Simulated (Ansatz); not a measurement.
# AlRu (Pm-3m): phonons and vibrational spectra, part 2 of 2

How does AlRu (Pm-3m) vibrate, and is this structure a minimum?

Ansatz 0.2.0; DFT PBEsol, scalar-relativistic, plane waves, PAW; PAW set soft_1.

So far. Step 3 (Tight relaxation): The forces vanish by symmetry and the pressure is 0.000 GPa, within the tolerances set. The cell now holds 13.18 Å³/atom. The relaxed cell has a = 2.976 Å (conventional setting).

**4. Linear response at the zone centre**

The zone centre comes first: it holds the modes that light can see, as far as symmetry allows. No field response is asked, since the mesh shows no gap.

File input.yaml:

```yaml
crystal:
  lattice:
    - [2.9760064514, 0.0, 0.0]
    - [0.0, 2.9760064514, 0.0]
    - [0.0, 0.0, 2.9760064514]
  atoms:
    - { symbol: Al, position: [0.0, 0.0, 0.0] }
    - { symbol: Ru, position: [0.5, 0.5, 0.5] }
kpoints:
  mp_grid: { grid: [16, 16, 16] }
hamiltonian:
  xc: pbesol
  pseudopotentials: { kind: paw, azcp: { folder: soft_1 }, xc_functional: pbe }
scf:
  occupations: { method: methfessel_paxton, width: 0.2 }
output:
  eigenvalues: true
phonons:
  method: dfpt
```

Run with:

```console
ansatz run input.yaml --threads 4 --pin off --max-ram 10240MiB --backend cpu --events-out ev --progress --plain --runs-dir out
```

Numbers of over 12 decimals in the logs are rounded to 6 here.

The log of the run:

```text
[...]
Crystal: 2 atoms, lattice volume = 26.357 Å³
Basis set: ecut = 420 eV, 485 PW (Γ), exchange–correlation on 40×40×40 points (8 copies of the dense FFT grid, shifted against one another)
Bands: 14, of which v1, the nominal top of the filled ones, is band 10 counted from 1 (9 counted from 0)
Symmetry: 48 space group operations
k-points: 405 of 4096 (irreducible under 8 space group operations, time reversal used)
[...]
SCF iter   1: F=—  HF=-6343.381179 eV  |F-HF|=—  |Δ(HF+E_count)|=         —  Δρ=1.17e-1  dr2=4.25e0  ethr=3.10e-3  ⟨swp⟩=4.8  Hψ=27164  notcnv=0
[...]
SCF iter   8: F=-6342.349559 eV  HF=-6342.349559 eV  |F-HF|=9.09e-13  |Δ(HF+E_count)|=  1.82e-12  S|Δr|=    0.00e0  Δρ=3.36e-8  dr2=1.36e-13  ethr=1.00e-12  ⟨swp⟩=3.0  Hψ=20663  notcnv=0
SCF 1 converged in 8 iterations: F = -6342.349559 eV  dr2 = 1.36e-13
[...]
DFPT response loops at Γ: preconditioner auto → Kerker (q_TF=auto, 2.583 Å⁻¹) (partly filled bands, converged f_vac=0.000); β = 1.00, the filter's whole step (`scf.mixing.beta` (0.50) is not read by the response loops under this deck's `scf.mixing.preconditioner`; to damp them name `kerker` or `kerker_dos`, under which they read `scf.mixing.beta`, and type it under 1.00, their step now; both keys bind the ground state too); Broyden in place of MSR1
SCF converged after 8 iterations
[...]
Free energy (F): -6342.349559 eV
[...]
Internal energy: -6342.348261 eV  (E = F + TS)
E sigma→0 (E₀):  -6342.349234 eV
Entropy (-TS):   -0.001298 eV (-0.649 meV/atom)
Fermi energy:    16.200794 eV
[...]
--- Band table (eV; the first three rows and the last of 405) ---
  k-point 0: bands = [... 6 lower, 12.5077, 16.3820, 16.3820, 16.3820, 22.3280, 22.3280, 22.3280, 27.2328]
  k-point 1: bands = [... 6 lower, 12.5360, 16.2838, 16.2838, 16.3916, 21.9482, 22.4826, 22.4826, 27.0538]
  k-point 2: bands = [... 6 lower, 12.6131, 16.0249, 16.0249, 16.4192, 21.0919, 22.9112, 22.9112, 26.5748]
  k-point 404: bands = [... 6 lower, 11.4700, 17.8493, 17.8493, 18.8853, 20.3198, 20.3198, 20.3198, 24.9045]
--- Phonons (Γ-DFPT): 2 representative perturbations + reference, on 405 of 4096 k-points (Σ response iterations 6) ---
  k mesh reduced under 8 symmetry operations, with k and −k counted as one. Each operation leaves every solved perturbation unchanged. A smaller set is not used because it would not reduce the number of displacements times k-points to solve
  ASR residual: 1.410e-5 → 0.000e0 eV/Å²; symmetrization residual: 2.364e-6 eV/Å²
  ASR residual per site (eV/Å²): 1.41e-5 1.04e-5
  Γ frequencies (cm⁻¹): 0.00 0.00 0.00 321.47 321.47 321.47
  non-analytic LO–TO correction: not included (Born effective charges unavailable; polar crystals: no LO–TO splitting at Γ)
```

Elapsed: 9.5 s, on 4 threads of Arm Neoverse V1, shared host; peak memory 0.73 GiB; 35 s of CPU time.

Numbers from this step:

```
sum-rule residual before enforcement                    : 1.41e-5 eV/Å²
point group                                             : m-3m
highest optical mode at the zone centre (no LO-TO term) : 321.5 cm⁻¹
lowest optical zone-centre mode                         : 321.5 cm⁻¹
```

Patterns of degenerate modes are one choice out of their space. Modes at Γ, with each element's share of the kinetic energy:

```
mode  frequency (cm⁻¹)  symmetry  Al %  Ru %
   1               0.0  acoustic    21    79
   2               0.0  acoustic    21    79
   3               0.0  acoustic    21    79
   4             321.5       T1u    79    21
   5             321.5       T1u    79    21
   6             321.5       T1u    79    21
```

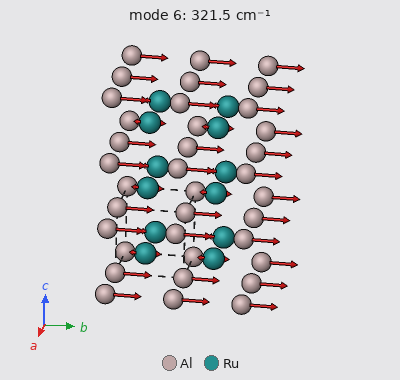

Displacement patterns of mode 6 at Γ; arrows are exaggerated. 2×2×3 cells are drawn. Some periodic images of atoms are drawn too.

Before it was imposed, the acoustic sum rule was missed by 1.4e-5 eV/Å². Small misses are needed for a sound result but don't prove that mesh and cutoff are converged. The lowest optical mode is real, 321 cm⁻¹.

**5. Phonons on a q mesh**

Stability and thermal properties need the whole zone. Linear response on a 4×4×4 q mesh gives force constants as far as a supercell of that size would.

input.yaml: that of step 4 with these lines changed.

```diff
@@ -19 +19,8 @@
   method: dfpt
+  qmesh: [4, 4, 4]
+  temperatures: { t_max: 1000, t_step: 50 }
+  qpath:
+    path:
+      - [[0.0, 0.0, 0.0], [0.0, 0.5, 0.0], [0.5, 0.5, 0.0], [0.0, 0.0, 0.0], [0.5, 0.5, 0.5], [0.0, 0.5, 0.0]]
+      - [[0.5, 0.5, 0.5], [0.5, 0.5, 0.0]]
+    npoints: 10
```

The log of the run:

```text
[...]
Crystal: 2 atoms, lattice volume = 26.357 Å³
Basis set: ecut = 420 eV, 485 PW (Γ), exchange–correlation on 40×40×40 points (8 copies of the dense FFT grid, shifted against one another)
Bands: 14, of which v1, the nominal top of the filled ones, is band 10 counted from 1 (9 counted from 0)
Symmetry: 48 space group operations
k-points: 165 of 4096
[...]
SCF iter   1: F=—  HF=-6343.381167 eV  |F-HF|=—  |Δ(HF+E_count)|=         —  Δρ=1.17e-1  dr2=4.25e0  ethr=3.10e-3  ⟨swp⟩=4.8  Hψ=11137  notcnv=0
[...]
SCF iter   8: F=-6342.349559 eV  HF=-6342.349559 eV  |F-HF|=9.09e-13  |Δ(HF+E_count)|=  1.82e-12  S|Δr|=    0.00e0  Δρ=3.39e-8  dr2=1.43e-13  ethr=1.00e-12  ⟨swp⟩=3.0  Hψ=8398  notcnv=0
SCF 1 converged in 8 iterations: F = -6342.349559 eV  dr2 = 1.43e-13
[...]
phonons: the bands overlap, so this run is a metal and interpolates without the dipole-dipole term. If the crystal is really an insulator or semiconductor, its LO-TO splitting is missing
NSCF: frozen V_eff on 165 k-points
[...]
DFPT response loops at q = (0, 0, 0) (fractional): preconditioner auto → Kerker (q_TF=auto, 2.583 Å⁻¹) (partly filled bands, converged f_vac=0.000); β = 1.00, the filter's whole step (`scf.mixing.beta` (0.50) is not read by the response loops under this deck's `scf.mixing.preconditioner`; to damp them name `kerker` or `kerker_dos`, under which they read `scf.mixing.beta`, and type it under 1.00, their step now; both keys bind the ground state too); Broyden in place of MSR1
[...]
SCF converged after 8 iterations
[...]
Free energy (F): -6342.349559 eV
[...]
Internal energy: -6342.348261 eV  (E = F + TS)
E sigma→0 (E₀):  -6342.349234 eV
Entropy (-TS):   -0.001298 eV (-0.649 meV/atom)
Fermi energy:    16.200794 eV
[...]
--- Band table (eV; the first three rows and the last of 165) ---
  k-point 0: bands = [... 6 lower, 12.5077, 16.3820, 16.3820, 16.3820, 22.3280, 22.3280, 22.3280, 27.2328]
  k-point 1: bands = [... 6 lower, 12.5360, 16.2838, 16.2838, 16.3916, 21.9482, 22.4826, 22.4826, 27.0538]
  k-point 2: bands = [... 6 lower, 12.6131, 16.0249, 16.0249, 16.4192, 21.0919, 22.9112, 22.9112, 26.5748]
  k-point 164: bands = [... 6 lower, 11.4700, 17.8493, 17.8493, 18.8853, 20.3198, 20.3198, 20.3198, 24.9045]
--- Phonons (Γ-DFPT): 2 representative perturbations + reference (Σ response iterations 6) ---
  ASR residual: 1.453e-5 → 0.000e0 eV/Å²; symmetrization residual: 2.676e-6 eV/Å²
  ASR residual per site (eV/Å²): 1.45e-5 8.44e-6
  Γ frequencies (cm⁻¹): 0.00 0.00 0.00 321.47 321.47 321.47
--- Phonons (arbitrary-q DFPT): 10 irreducible q on the 4×4×4 mesh ---
  q = [0.0000, 0.0000, 0.0000] (star 1, of the zone-centre solve; hermiticity 6.61e-7, symmetrization 1.63e-12): 0.00 0.00 0.00 321.47 321.47 321.47
  q = [0.0000, 0.0000, 0.2500] (star 6, 4 solved perturbations in 4032 linear systems a pass and spin channel, the states on 1296 of 4096 k-point pairs; hermiticity 9.01e-7, symmetrization 4.59e-13): 108.51 108.51 152.28 310.68 310.68 320.91
[...]
q = [0.0000, 0.2500, -0.5000] (star 12, 6 solved perturbations on 1296 of 4096 k-point pairs; hermiticity 6.70e-8, symmetrization 2.62e-8): 132.60 158.64 177.04 290.23 334.04 350.02
[...]
sum rule: each row above includes the acoustic sum rule's correction from the zone centre's row sums; it moved no ω² by more than (0.38 cm⁻¹)²
  mesh force constants: q→R imaginary residual 2.99e-18; ASR residual 1.453e-5 → 0.000e0 eV/Å²; symmetrization residual 2.132e-14 eV/Å²
  interpolated dispersion: 62 rows × 6 modes
  density of states and harmonic sums: on the 24×24×24 q-mesh, interpolated from the force constants of a 4×4×4 supercell (no non-analytic term)
  largest difference from the sums on the solved wave vectors: F 1.16e-2 eV, S 1.56e-5 and C_V 4.02e-6 eV/K
  zero-point energy: 0.088275 eV/cell   skipped modes (ω ≤ 0): 3   left out of the sums: 3.62e-5 of the cell's modes: C_V's classical limit lies that fraction below 3 k_B per atom; for a crystal, a wire or a layer, F and S can be off by more, and a phonons.interpolated_qmesh denser along its periods is the remedy for the sampling
```

Run time: 4.4 min. Hardware: 4 threads; peak memory 2.1 GiB.

This step gave:

```yaml
sum_rule_residual_before_enforcement: 1.45e-5 eV/Å²
lowest_frequency_on_the_path: 0 cm⁻¹
highest_frequency_on_the_path_or_at_a_solved_wavevector: 361.2 cm⁻¹
mean_frequency: 237.3 cm⁻¹
debye_temperature_second_moment: 473 K
logarithmic_mean_frequency: 217.1 cm⁻¹
lowest_mode_on_the_q_mesh_acoustic_modes_at_gamma_apart: 92.84 cm⁻¹
zero_point_energy_per_atom: 44.14 meV
heat_capacity_at_300_k: 22.15 J/(mol atoms K)
vibrational_entropy_at_300_k: 25.41 J/(mol atoms K)
edges_of_the_widest_gap_between_branches_on_path_and_mesh: 213.9, 283.3 cm⁻¹
```

Frequencies (cm⁻¹) solved at each irreducible wavevector; negative means imaginary. Frequencies by wavevector, by row:

```
q in reciprocal lattice units  star  mode 1  mode 2  mode 3  mode 4  mode 5  mode 6
                        0 0 0     1       0       0       0   321.5   321.5   321.5
                     0 0 0.25     6   108.5   108.5   152.3   310.7   310.7   320.9
                     0 0 -0.5     3   164.5   164.5   213.9     294     294   335.2
                  0 0.25 0.25    12    92.8   140.1   182.8   302.3   318.4   335.1
                  0 0.25 -0.5    12   132.6   158.6     177   290.2     334     350
                  0 -0.5 -0.5     3   104.6   104.6   194.8   283.3   361.2   361.2
               0.25 0.25 0.25     8     140     140   177.5   322.6   328.1   328.1
               0.25 0.25 -0.5    12   146.8   149.5   177.8   315.7   332.4   350.8
               0.25 -0.5 -0.5     6   149.8   149.8   191.7   314.9   353.1   353.1
               -0.5 -0.5 -0.5     1   179.1   179.1   179.1   342.2   342.2   342.2
```

Interpolated from a 4×4×4 q mesh. Phonon branches along the path, in cm⁻¹:

```
    point  branch 1  branch 2  branch 3  branch 4  branch 5  branch 6
        Γ         0         0         0       322       322       322
        X       164       164       214       294       294       335
        M       105       105       195       283       361       361
        Γ         0         0         0       322       322       322
        R       179       179       179       342       342       342
        X       164       164       214       294       294       335
jump to R       179       179       179       342       342       342
        M       105       105       195       283       361       361
```

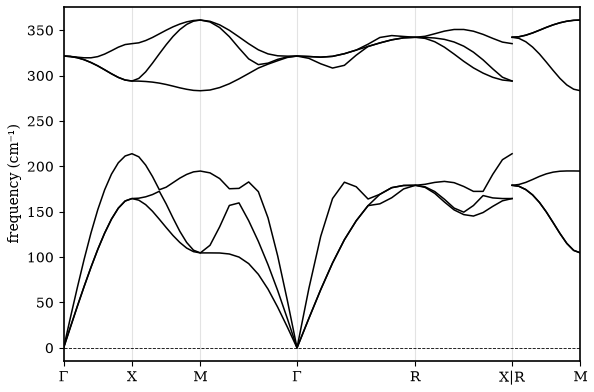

Phonon branches along the path.

The phonon density of states has structure finer than the step of the table below, so its rows give means over 25 cm⁻¹, whole bins alone (the curve runs from 2.5 to 362 cm⁻¹). Peaks (cm⁻¹: height): 162.5: 0.0421, 182.5: 0.0509, 307.5: 0.0506, 347.5: 0.0603.

Tetrahedra on a 24×24×24 mesh, mean over bins of 5 cm-1. Interpolated from a 4×4×4 q mesh. Table of phonon density of states by wavenumber; means over each step:

```
wavenumber (cm⁻¹)  phonon density of states (1/cm⁻¹/cell)
               25                                  2.8e-4
               50                                 0.00121
               75                                 0.00322
              100                                  0.0107
              125                                  0.0238
              150                                  0.0347
              175                                  0.0386
              200                                 0.00739
              225                                  3.1e-5
              250                                       0
              275                                 0.00120
              300                                  0.0348
              325                                  0.0426
              350                                  0.0413
```

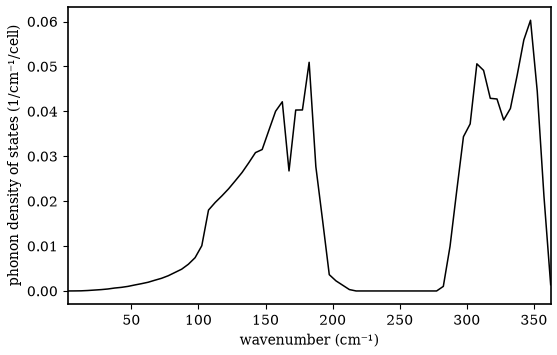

Phonon density of states, plotted against wavenumber.

The partial phonon density of states has structure finer than the step of the table below, so its rows give means over 25 cm⁻¹, whole bins alone (the curve runs from -10 to 382 cm⁻¹). Peaks (cm⁻¹: height): Al 310.2: 0.0461, 344.7: 0.0493; Ru 182.1: 0.0444, 349.6: 0.00881.

Phonopy on the run's constants, 19x19x19 mesh, Gaussian sigma 2.8 cm-1. Interpolated from a 4×4×4 q mesh. Partial phonon density of states against wavenumber; means over each step; values in 1/cm⁻¹/cell:

```
wavenumber (cm⁻¹)       Al       Ru
               25   6.3e-5   2.5e-4
               50   2.3e-4   9.0e-4
               75   6.8e-4  0.00283
              100  0.00209  0.00864
              125  0.00410   0.0194
              150  0.00442   0.0295
              175  0.00195   0.0368
              200   2.4e-4  0.00771
              225   1.5e-6   5.2e-5
              250        0        0
              275  0.00144   7.1e-6
              300   0.0326  0.00184
              325   0.0375  0.00531
              350   0.0344  0.00652
```

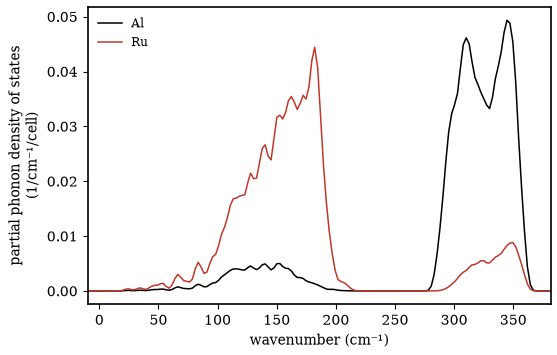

Partial phonon density of states against wavenumber.

Second derivatives of the energy by pair, one row for each kind of neighbour of each atom listed. Each entry sums the pair over the periodic images of the supercell that the q mesh stands for, and in a polar crystal it holds the long-range dipole part too. Force constants by pair, by row:

```
atom  neighbour  distance (Å)  third of the trace (eV/Å²)  along the pair's line (eV/Å²)
 Al1     itself             0                       9.508                              –
 Al1         Ru         2.577                     -0.9506                         -3.373
 Al1         Al         2.976                     -0.2156                        -0.6009
 Al1         Al         4.209                      0.0226                        -0.0052
 Al1         Ru         4.935                      -0.015                        -0.0323
 Al1         Al         5.155                      -0.058                        -0.1773
 Al1         Al         5.952                      0.0049                         0.0349
 Al1         Ru         6.486                     -0.0058                         0.0061
 Al1         Al         6.655                     -0.0074                         0.0034
 Ru2     itself             0                       12.56                              –
 Ru2         Al         2.577                     -0.9506                         -3.373
 Ru2         Ru         2.976                     -0.4917                         -1.198
 Ru2         Ru         4.209                     -0.1858                        -0.5189
 Ru2         Al         4.935                      -0.015                        -0.0323
 Ru2         Ru         5.155                      0.0428                         0.1044
 Ru2         Ru         5.952                           0                         0.1272
 Ru2         Al         6.486                     -0.0058                         0.0061
 Ru2         Ru         6.655                       0.056                         0.0788
```

Harmonic thermodynamic functions per atom, from the density of states. Interpolated from a 4×4×4 q mesh. Thermodynamic functions, by row:

```
T (K)  F_vib (meV/atom)  S (J/mol-atom/K)  C_V (J/mol-atom/K)
    0             44.14                 0                   0
   50             43.98             1.266               3.617
  100             42.13             6.181               11.19
  200                30             16.94               19.35
  300              7.85             25.41               22.15
  400            -22.01             31.96                23.3
  500            -57.96             37.23               23.87
  600            -98.88             41.61               24.19
  700              -144             45.35               24.38
  800            -192.7             48.62               24.51
  900            -244.7             51.51                24.6
 1000            -299.4             54.11               24.67
```

Harmonic mean-square displacement, third of the trace. Interpolated from a 4×4×4 q mesh. Mean square displacements, by row:

```
T (K)  Al1 U_eq (Å²)  Ru2 U_eq (Å²)
    0        0.00229         0.0011
  100        0.00264        0.00153
  300        0.00491        0.00364
  600         0.0091        0.00708
```

Symmetry leaves 10 wavevectors to solve. The lowest mode among them, the acoustic zeros apart, lies at q = (0, 0.25, 0.25) and is real, 92.8 cm⁻¹.

**6. Summary of results**

| Quantity | Value |
| --- | --- |
| space group after relaxation (within 0.01 Å) | Pm-3m |
| volume per atom | 13.2 Å³ |
| electronic character | no gap on this mesh |
| highest optical mode at the zone centre (no LO-TO term) | 321 cm⁻¹ |
| lowest optical zone-centre mode | 321 cm⁻¹ |
| lowest mode on the q mesh (acoustic modes at Γ apart) | 92.8 cm⁻¹ |
| highest frequency on the path or at a solved wavevector | 361 cm⁻¹ |
| zero-point energy per atom | 44.1 meV |
| heat capacity at 300 K | 22.1 J/(mol atoms K) |
| vibrational entropy at 300 K | 25.4 J/(mol atoms K) |
| Debye temperature (second moment) | 473 K |
| imaginary modes on the 4×4×4 q mesh | none |

The structure is a minimum as far as tested: no mode is imaginary at the 10 irreducible wavevectors of the 4×4×4 mesh, and the softest away from the acoustic zeros lies at 93 cm⁻¹. The optical modes at Γ form one degenerate level at 321 cm⁻¹. The highest mode in this list at Γ, 321.5 cm⁻¹, is mostly motion of Al (79 % of the kinetic energy). On the path and the mesh, the widest gap between branches runs from 214 to 283 cm⁻¹. With no gap, or one that is small against the smearing, the frequencies hang on the k mesh and the smearing, most of all near Kohn anomalies. The phonon runs are without spin polarisation, although the cell has an odd electron count. The PAW files were made for PBE and serve the other functionals too. These are harmonic frequencies at zero temperature: anharmonic shifts, linewidths and thermal expansion are left out.

[Logs are printed without paths, hosts, clocks, repeated set-up lines and the standing remarks that a program may print on its own settings, such as how far it seeks lower states.]

[Hosts, paths, dates, database ids (printed as entryN), source tags and the programs' standing remarks are cut or masked in the printed files.]
